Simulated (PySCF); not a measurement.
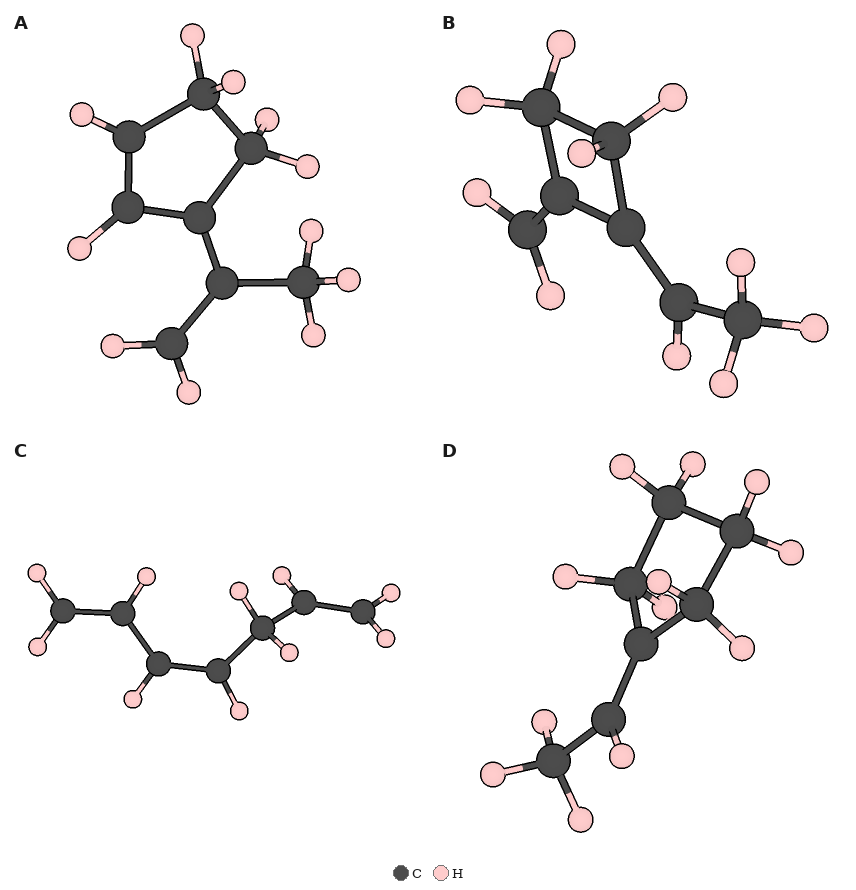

The picture comes from a calculation with PySCF.

### Which panel belongs to which SMILES?
(1) C=C1CC/C1=C\C
(2) CC=C1CCCC1
(3) C=C(C)[C+]1C=CCC1
(4) C=C/C=C\CC=C

A is (3), B is (1), C is (4), D is (2).
